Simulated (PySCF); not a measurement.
The calculation's input:

```
{"job": {"kind": "nmr", "xc": "PBE0", "basis": "pcSseg-1"}, "charge": 0, "multiplicity": 1}
C     -1.652707     1.346574     0.736678
C     -1.249596     0.720345    -0.601164
C     -0.538629    -0.600333    -0.396485
C     -1.375831    -1.836492    -0.509866
N      0.689058    -0.760933    -0.118831
N      1.550512     0.265909     0.028031
Si     3.216721    -0.053312     0.367168
H     -0.782617     1.491705     1.374199
H     -2.131668     2.310953     0.577443
H     -2.349981     0.696950     1.260922
H     -0.604167     1.414654    -1.149589
H     -2.142430     0.552022    -1.205679
H     -2.204147    -1.796014     0.196864
H     -0.769423    -2.712539    -0.302173
H     -1.792636    -1.918641    -1.513651
H      1.189635     1.203043    -0.125685
H      3.321440    -0.784896     1.629423
H      3.785712     1.292807     0.461317
H      3.830952    -0.822552    -0.716384
```

Command:

```sh
OMP_NUM_THREADS=1 python probes_run.py task.json out
```

Geometry: GFN2-xTB.

Computed with PBE0/pcSseg-1, SCF density, gas phase, non-relativistic in PySCF.

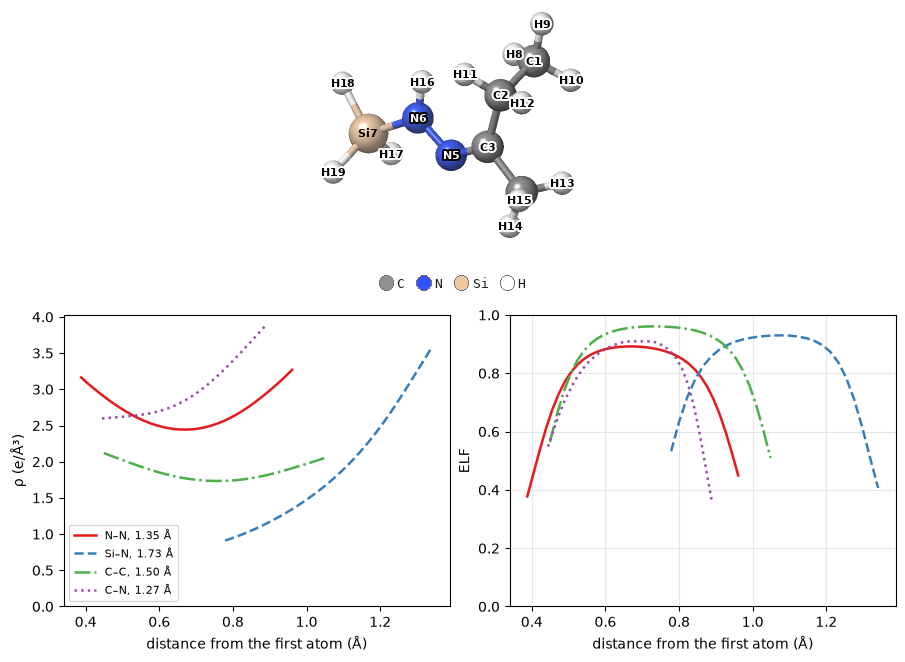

C$_{4}$H$_{12}$N$_{2}$Si (SMILES CC/C(C)=N\N[SiH3]). Electron density and electron localisation function along straight lines between neighbouring atoms. The curves leave out the atomic cores. The structure is drawn too.

What can be read from the curves?

N–N (1.35 Å): ρ at the midpoint is about 2.4 e/Å³; the ELF peaks at about 0.90 between the atoms, as expected for a covalent bond.
Si–N (1.73 Å): the density is about 1.1 e/Å³ at the midpoint; the ELF peaks at about 0.95 between the atoms: a polar covalent bond.
C–C (1.50 Å): ρ is about 1.7 e/Å³ halfway; the ELF peaks at about 0.95 between the atoms; localised, covalent bonding.
C–N (1.27 Å): ρ at the midpoint is about 2.8 e/Å³; the ELF peaks at about 0.90 between the atoms (a multiple bond).
